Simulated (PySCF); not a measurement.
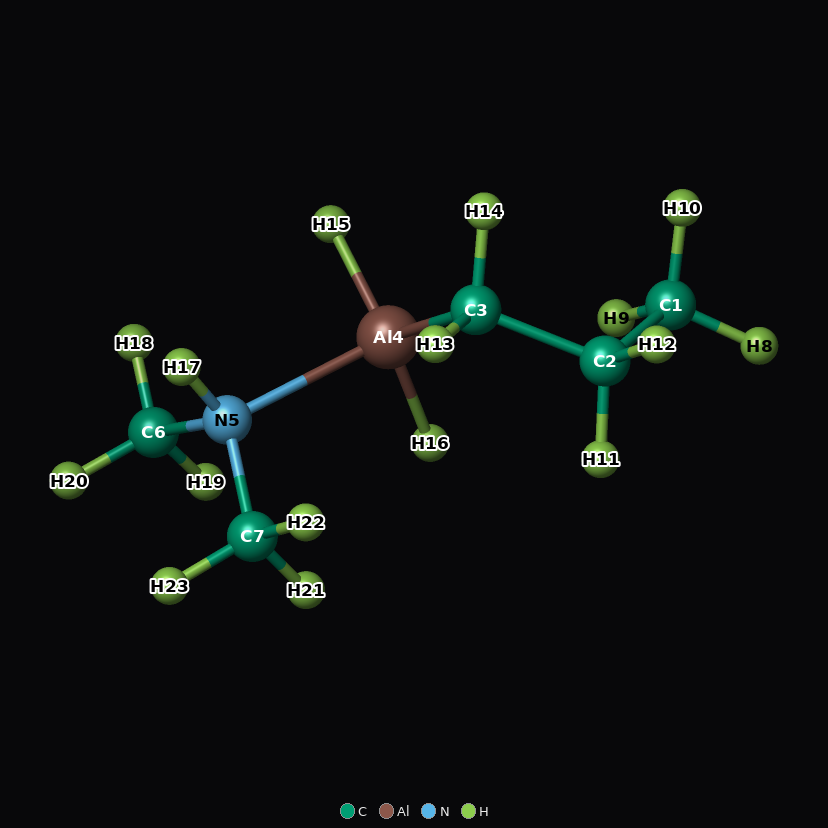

Computed geometry: GFN2-xTB optimisation. No frequency run is at hand to confirm it as a minimum. Electric field gradients from the ground-state density, PBE0/pcSseg-1 (PySCF 2.14.0), non-relativistic apart from any core potentials.

Give the largest field-gradient component, the quadrupole coupling constant and the asymmetry for 27Al at Al4 (Q = 146.6 mb), 14N at N5 (Q = 20.44 mb), 2H at H8 (Q = 2.86 mb), 2H at H9 (Q = 2.86 mb), 2H at H10 (Q = 2.86 mb), 2H at H11 (Q = 2.86 mb).

| atom | V_zz (a.u.) | e²qQ/h (MHz) | η |
| --- | --- | --- | --- |
| Al4 | 0.869 | 29.9 | 0.01 |
| N5 | −0.814 | −3.91 | 0.12 |
| H8 | 0.317 | 0.213 | 0.01 |
| H9 | 0.303 | 0.204 | 0.06 |
| H10 | 0.315 | 0.211 | 0.01 |
| H11 | 0.302 | 0.203 | 0.01 |

The geometry is semi-empirical. Around Al such bond lengths and angles can be off by a tenth of an ångström or more and by several degrees, and values that hang on the shape move with them.
